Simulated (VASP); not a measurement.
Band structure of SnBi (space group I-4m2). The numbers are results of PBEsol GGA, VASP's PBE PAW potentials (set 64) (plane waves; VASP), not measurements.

Unless said otherwise, spin-orbit coupling is left out, though it shifts the bands of the heavy elements here.

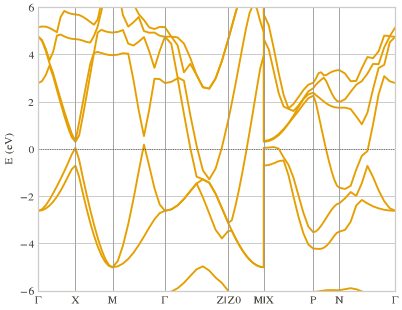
Figure: Bands along high-symmetry lines, zero at the valence-band maximum or, without a gap, the Fermi level

**Question.** Read the plot: is there a gap, and where are the band edges?

**Answer.** It has no gap at this level: it comes out as a metal or semimetal. (Edges off the drawn lines would not show.)

The structure comes from a computed database's SnBi entry (I-4m2); how it stands against other phases isn't given here. It was relaxed first. The electron count is odd and the run is not spin-polarised, which forces a metal.
